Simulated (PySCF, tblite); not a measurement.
**C₆H₁₁B: dynamics, then NMR shifts on frames, part 1 of 2**

How do NMR shifts of C₆H₁₁B (`C=CCBC1CC1`) change as the atoms move?

Programs: tblite 0.8.0 and PySCF 2.14.0, with density-fitted response routines of our own. Each step states its level of theory. These are calculated values for one molecule in the gas phase, unless marked as measured. Atoms are numbered from 0 throughout.

### Step 1. The molecule as given

18 atoms, charge 0, multiplicity 1; geometry from: GFN2-xTB.

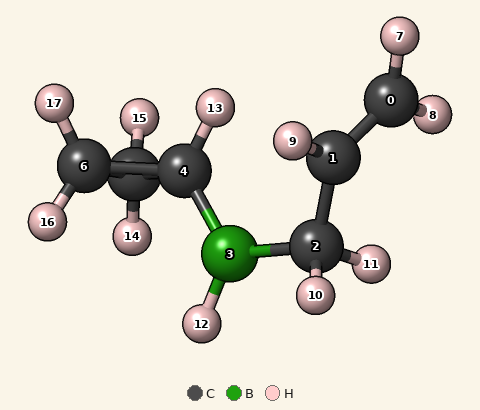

The starting geometry (carbon dark grey, boron green, hydrogen pink), atoms numbered; sticks join atoms by distance.

### Step 2. A short Langevin run with GFN2-xTB

What the job is given:

```
{"job": {"kind": "md", "xc": "GFN2-xTB", "basis": "xTB", "temperature": 300, "steps": 2000, "every": 50, "frames": 5}, "charge": 0, "multiplicity": 1}
C      0.408678    -1.401519     2.113417
C     -0.630995    -0.848602     1.515481
C     -1.182131    -1.266042     0.191625
B     -0.799645    -0.327204    -1.027070
C      0.386482     0.651173    -0.932666
C      1.187984     1.018675    -2.172416
C      0.292072     2.030575    -1.571521
H      0.783151    -1.046309     3.058883
H      0.933170    -2.237066     1.678107
H     -1.131797    -0.006606     1.977523
H     -2.268316    -1.363790     0.269895
H     -0.804416    -2.264322    -0.055153
H     -1.417824    -0.409882    -2.021417
H      0.976588     0.639529    -0.021405
H      0.898021     0.567943    -3.109223
H      2.255217     1.131701    -2.054984
H     -0.620459     2.282654    -2.089498
H      0.725461     2.855412    -1.025994
```

Level: GFN2-xTB Langevin dynamics, gas phase.

Started as:

```console
> OMP_NUM_THREADS=1 python probes_run.py task.json out
```

One launch serves the whole session: the jobs run in the order shown.

What it wrote:

```text
t/fs     T/K      E/eV
    0.0   254.5   -533.75820
   25.0   207.2   -533.39157
   50.0   234.4   -533.24100
   75.0   269.0   -533.37780
  100.0   232.9   -533.42492
  125.0   224.3   -533.37575
  150.0   205.1   -533.21398
  175.0   250.8   -533.18499
  200.0   329.0   -533.33534
  225.0   212.6   -533.12442
  250.0   277.5   -533.20139
  275.0   216.3   -533.18479
  300.0   227.5   -533.08174
  325.0   265.3   -533.19956
  350.0   289.2   -533.24205
  375.0   299.3   -533.25372
  400.0   284.4   -533.14373
  425.0   223.2   -533.00872
  450.0   314.4   -533.17042
  475.0   288.7   -533.15351
  500.0   304.3   -533.17641
  525.0   338.9   -533.25375
  550.0   274.6   -533.04332
  575.0   381.3   -533.18297
  600.0   320.8   -533.03018
  625.0   289.8   -533.06290
  650.0   351.4   -533.03562
  675.0   240.9   -532.98972
  700.0   343.9   -533.23723
  725.0   175.4   -532.91545
  750.0   316.0   -533.22819
  775.0   251.9   -533.12015
  800.0   297.2   -533.27160
  825.0   300.0   -533.21133
  850.0   279.8   -533.13365
  875.0   345.2   -533.35049
  900.0   224.8   -533.02836
  925.0   284.6   -533.27684
  950.0   217.7   -533.15637
  975.0   247.4   -533.16146
 1000.0   272.4   -533.25586
```

Run time: 11 s. Hardware: 1 thread of Arm Neoverse V1, shared host; peak memory 0.18 GiB.

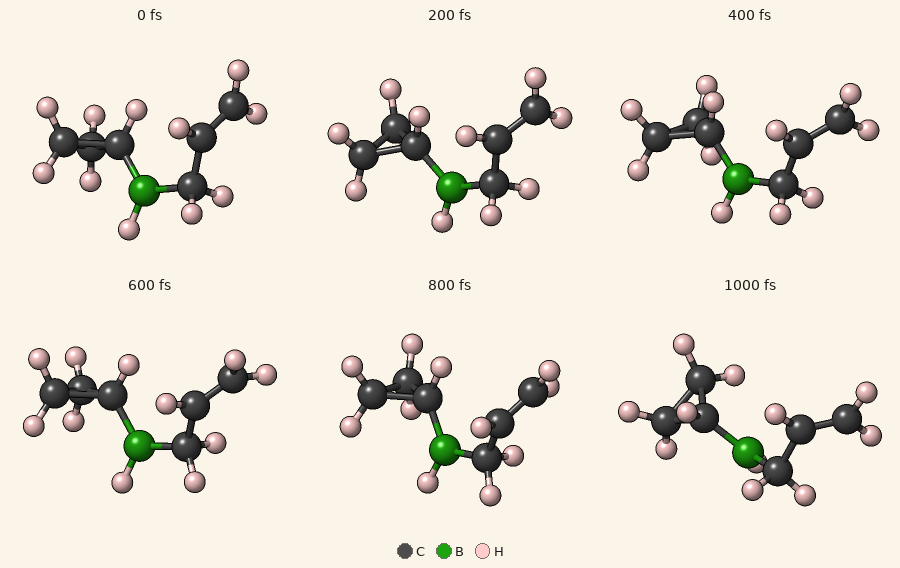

Frames of the run.

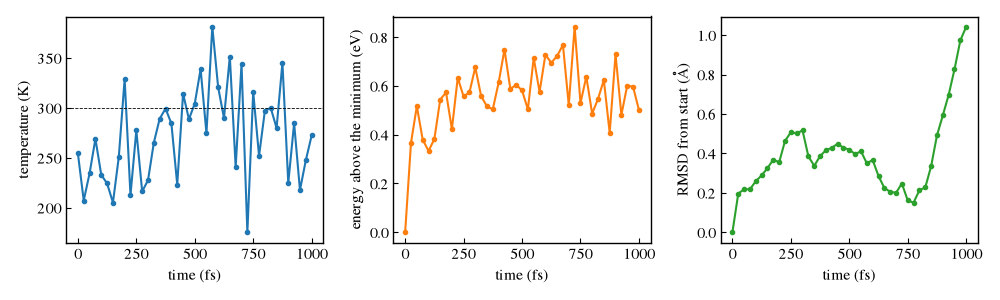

Temperature, potential energy and distance from the start.

Positions (Å) and forces (eV/Å) at 1000 fs:

```xyz
18

C    -0.126   -2.601    2.015    0.647   -0.969    0.893
C    -0.501   -1.569    1.323   -1.225    1.062   -1.064
C    -0.817   -1.616   -0.171   -0.692    0.825    1.431
B     0.273   -0.953   -0.999    1.047    1.216   -0.519
C     0.691    0.530   -0.852   -0.126   -0.078   -1.266
C     2.188    0.765   -1.000    0.120    1.275    1.594
C     1.317    1.169   -2.118   -0.136    0.464    0.293
H     0.047   -2.676    3.076   -0.110    0.620    0.115
H     0.129   -3.526    1.557   -0.007   -0.535   -0.593
H    -0.794   -0.621    1.759    0.322   -0.051    0.267
H    -1.747   -1.041   -0.321    0.099   -0.253    0.139
H    -0.980   -2.611   -0.454   -0.357   -1.448   -0.343
H     0.882   -1.508   -1.800    0.253   -0.643   -0.416
H     0.062    1.219   -0.319    0.187    0.237    0.476
H     2.773   -0.135   -0.890    0.179    0.161   -0.634
H     2.597    1.622   -0.403   -0.254   -0.942   -0.477
H     1.325    0.704   -3.088   -0.035   -0.360    0.132
H     1.154    2.256   -2.191    0.087   -0.581   -0.029
```

### Step 3. Nuclear shieldings: 250 fs, PBE0/pcSseg-1

What the job is given:

```
{"job": {"kind": "nmr", "xc": "PBE0", "basis": "pcSseg-1", "pop": false}, "charge": 0, "multiplicity": 1}
C     -0.219000    -1.667200     2.308000
C     -0.914700    -0.898600     1.474300
C     -1.323300    -1.456400     0.121600
B     -0.420600    -0.909000    -1.010000
C      0.342800     0.534300    -0.864500
C      1.539200     0.739100    -1.768100
C      0.315200     1.495500    -2.014300
H      0.013200    -1.286700     3.266600
H      0.011300    -2.740300     2.058600
H     -1.165300     0.171700     1.648500
H     -2.352500    -1.172200    -0.184100
H     -1.349700    -2.540400     0.183100
H     -0.360000    -1.478200    -2.129600
H      0.346900     0.988300     0.121000
H      1.981800    -0.039600    -2.437100
H      2.407900     1.323900    -1.374300
H     -0.280600     1.237900    -2.869700
H      0.391700     2.530900    -1.710900
```

With the program's defaults for keys left out, this is: GIAO PBE0/pcSseg-1 NMR shielding, non-relativistic, gas phase.

What it wrote:

```text
coarse grid: 14424 points
cycle   1  E = -259.5767107560  dE =  6.829e-01  |g| = 4.324e-01  |ddm| = 3.592e+00
cycle   2  E = -259.5713222562  dE =  5.388e-03  |g| = 4.714e-01  |ddm| = 7.898e-01
cycle   3  E = -259.6298459658  dE = -5.852e-02  |g| = 3.998e-02  |ddm| = 4.317e-01
cycle   4  E = -259.6301125152  dE = -2.665e-04  |g| = 2.183e-02  |ddm| = 5.235e-02
cycle   5  E = -259.6302335426  dE = -1.210e-04  |g| = 5.073e-03  |ddm| = 2.219e-02
cycle   6  E = -259.6302390593  dE = -5.517e-06  |g| = 2.098e-03  |ddm| = 5.410e-03
final grid: 137552 points
cycle   7  E = -259.6713866246  dE = -3.853e-05  |g| = 9.490e-03  |ddm| = 3.574e-02
cycle   8  E = -259.6713695040  dE =  1.712e-05  |g| = 1.257e-02  |ddm| = 1.879e-02
cycle   9  E = -259.6714100582  dE = -4.055e-05  |g| = 1.741e-03  |ddm| = 1.086e-02
cycle  10  E = -259.6714108154  dE = -7.573e-07  |g| = 2.547e-04  |ddm| = 1.392e-03
cycle  11  E = -259.6714108298  dE = -1.441e-08  |g| = 1.004e-04  |ddm| = 3.024e-04
cycle  12  E = -259.6714108324  dE = -2.604e-09  |g| = 2.026e-05  |ddm| = 1.014e-04
cycle  13  E = -259.6714108325  dE = -1.004e-10  |g| = 3.783e-06  |ddm| = 2.089e-05
converged SCF energy = -259.6714108325

GIAO shielding tensors (ppm)
atom      isotropic    diamagn.    paramagn.     s11        s22        s33       span
  0 C       64.310     253.919    -189.609    -49.391     91.672    150.650    200.040
  1 C       34.814     257.873    -223.059    -90.738     38.789    156.392    247.130
  2 C      142.320     253.220    -110.900    120.334    140.647    165.980     45.646
  3 B       12.745     190.071    -177.326    -65.341      1.106    102.471    167.812
  4 C      169.425     249.616     -80.191    111.629    181.129    215.517    103.889
  5 C      172.485     251.153     -78.668    137.539    175.662    204.254     66.715
  6 C      181.459     253.533     -72.074    159.830    178.910    205.638     45.808
  7 H       26.695      30.909      -4.214     22.789     25.867     31.430      8.641
  8 H       25.441      29.934      -4.493     22.370     24.785     29.167      6.797
  9 H       24.056      32.574      -8.518     21.336     23.876     26.957      5.621
 10 H       29.310      29.861      -0.551     25.858     27.898     34.175      8.316
 11 H       28.948      31.730      -2.782     25.404     29.373     32.067      6.663
 12 H       24.384      29.854      -5.470     19.518     25.559     28.075      8.557
 13 H       30.315      34.717      -4.402     23.200     29.607     38.137     14.937
 14 H       29.607      29.863      -0.255     24.262     26.395     38.166     13.904
 15 H       29.945      30.034      -0.089     24.259     26.462     39.115     14.856
 16 H       30.914      31.012      -0.098     25.321     27.370     40.050     14.729
 17 H       30.809      30.836      -0.028     25.088     26.582     40.755     15.667
```

It took 20 s on 1 thread of Arm Neoverse V1, shared host; peak memory 0.79 GiB.

Shifts follow as δ = σ(reference) − σ, with reference shieldings (ppm) from runs at the same level and on the same kind of geometry: 1H TMS 31.72, 13C TMS 186.9, 11B BF3·OEt2 100.1. The references are single molecules in the gas phase. Each atom is listed at this fixed geometry, with no averaging over motion; a spectrum would average atoms that exchange fast.

```csv
atoms,environment,σ (ppm),δ (ppm)
C1,alkene CH,34.8,152.1
C0,terminal =CH2 carbon,64.3,122.6
C2,allylic sp3 CH2 bonded to B,142.3,44.6
C4,three-membered-ring carbon,169.4,17.5
C5,three-membered-ring carbon,172.5,14.4
C6,three-membered-ring carbon,181.5,5.5
H9,hydrogen on an alkene CH,24.06,7.66
H12,hydrogen on a boron bonded to 2 C,24.38,7.33
H8,hydrogen on a terminal =CH2 carbon,25.44,6.28
H7,hydrogen on a terminal =CH2 carbon,26.70,5.02
H11,hydrogen on an allylic sp3 CH2 bonded to B,28.95,2.77
H10,hydrogen on an allylic sp3 CH2 bonded to B,29.31,2.41
H14,hydrogen on a three-membered-ring carbon,29.61,2.11
H15,hydrogen on a three-membered-ring carbon,29.95,1.77
H13,hydrogen on a three-membered-ring carbon,30.31,1.40
H17,hydrogen on a three-membered-ring carbon,30.81,0.91
H16,hydrogen on a three-membered-ring carbon,30.91,0.80
B3,"boron bonded to 2 C, H",12.7,87.3
```

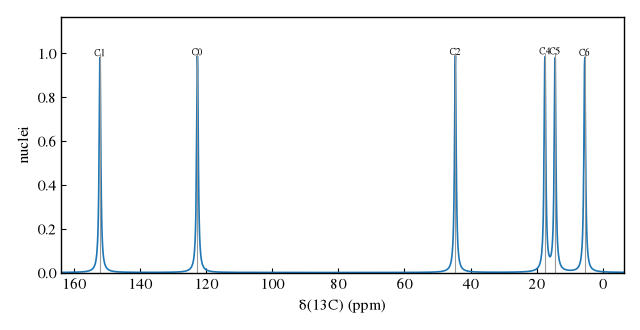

13C lines at the computed shifts, without couplings. Lines are broadened to a width of 0.59 ppm (Lorentzian).

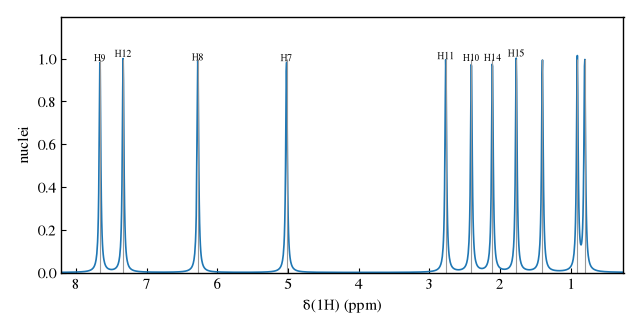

1H lines at the computed shifts, without couplings. Lines are broadened to a width of 0.03 ppm (Lorentzian).

Ring of atoms C4, C5, C6: NICS(0) -42.5, NICS(1) -7.6, NICS(1)zz -23.5 ppm (means of both faces).

In rings of three or four atoms NICS is ruled by the nearby σ bonds, so it says little on aromaticity.

### Step 4. NMR shieldings: 425 fs, PBE0/pcSseg-1

What the job is given:

```
{"job": {"kind": "nmr", "xc": "PBE0", "basis": "pcSseg-1", "pop": false}, "charge": 0, "multiplicity": 1}
C      0.027200    -2.283100     2.369000
C     -0.549500    -1.404200     1.576800
C     -0.643100    -1.688000     0.121900
B     -0.275500    -0.690100    -1.030600
C      0.748000     0.470900    -0.730400
C      2.020400     0.589500    -1.690900
C      0.956000     1.613700    -1.761400
H      0.409700    -2.129500     3.383200
H      0.434800    -3.184500     1.877400
H     -0.908200    -0.463300     2.010600
H     -1.716300    -2.012000     0.013900
H     -0.139000    -2.626000    -0.131100
H     -0.673600    -0.810500    -2.168200
H      1.009900     0.640600     0.312400
H      2.134000    -0.276900    -2.349800
H      2.787600     0.869900    -0.995500
H      0.139000     1.652100    -2.478300
H      1.195200     2.602400    -1.424400
```

Method: GIAO PBE0/pcSseg-1 NMR shielding, non-relativistic, gas phase.

What it wrote:

```text
coarse grid: 14424 points
cycle   1  E = -259.5730002193  dE =  6.617e-01  |g| = 4.189e-01  |ddm| = 3.593e+00
cycle   2  E = -259.5704390103  dE =  2.561e-03  |g| = 4.449e-01  |ddm| = 8.027e-01
cycle   3  E = -259.6234982803  dE = -5.306e-02  |g| = 4.153e-02  |ddm| = 4.387e-01
cycle   4  E = -259.6237866569  dE = -2.884e-04  |g| = 2.269e-02  |ddm| = 5.108e-02
cycle   5  E = -259.6239060220  dE = -1.194e-04  |g| = 6.233e-03  |ddm| = 2.117e-02
cycle   6  E = -259.6239147971  dE = -8.775e-06  |g| = 2.295e-03  |ddm| = 6.932e-03
final grid: 137552 points
cycle   7  E = -259.6641737610  dE = -3.454e-05  |g| = 9.049e-03  |ddm| = 2.904e-02
cycle   8  E = -259.6641616528  dE =  1.211e-05  |g| = 1.147e-02  |ddm| = 1.624e-02
cycle   9  E = -259.6641950382  dE = -3.339e-05  |g| = 1.310e-03  |ddm| = 9.120e-03
cycle  10  E = -259.6641954901  dE = -4.519e-07  |g| = 2.936e-04  |ddm| = 1.380e-03
cycle  11  E = -259.6641955100  dE = -1.984e-08  |g| = 9.318e-05  |ddm| = 2.871e-04
cycle  12  E = -259.6641955121  dE = -2.175e-09  |g| = 1.988e-05  |ddm| = 8.769e-05
cycle  13  E = -259.6641955122  dE = -9.243e-11  |g| = 4.721e-06  |ddm| = 1.993e-05
converged SCF energy = -259.6641955122

GIAO shielding tensors (ppm)
atom      isotropic    diamagn.    paramagn.     s11        s22        s33       span
  0 C       60.474     256.780    -196.306    -46.468     84.550    143.341    189.809
  1 C       40.580     254.683    -214.103    -89.078     49.043    161.774    250.853
  2 C      145.692     249.428    -103.736    119.153    154.173    163.750     44.596
  3 B       17.685     191.219    -173.534    -64.845      7.339    110.561    175.406
  4 C      165.170     252.552     -87.382    103.687    171.611    220.213    116.526
  5 C      176.509     259.299     -82.790    157.534    177.679    194.314     36.780
  6 C      167.346     254.506     -87.160    142.799    173.689    185.550     42.751
  7 H       25.918      29.559      -3.640     23.277     25.292     29.186      5.909
  8 H       26.151      31.209      -5.058     23.141     25.137     30.175      7.034
  9 H       24.873      32.653      -7.780     22.513     24.424     27.681      5.168
 10 H       27.773      29.090      -1.317     23.203     27.111     33.005      9.802
 11 H       29.544      31.965      -2.421     27.135     28.800     32.695      5.561
 12 H       24.793      31.102      -6.310     19.079     26.412     28.888      9.809
 13 H       30.402      35.677      -5.275     23.735     29.618     37.853     14.118
 14 H       29.892      31.304      -1.412     24.394     26.922     38.359     13.965
 15 H       30.899      32.210      -1.311     24.348     27.480     40.868     16.519
 16 H       29.840      31.316      -1.476     24.175     26.891     38.455     14.281
 17 H       30.503      31.373      -0.870     25.268     26.619     39.622     14.354
```

It took 20 s on 1 thread of Arm Neoverse V1, shared host; peak memory 0.83 GiB.

This run: δ C1 146.3, C0 126.5, C2 41.2, C4 21.8, H12 6.92, H9 6.84 ppm.

(Continued in part 2 of 2.)
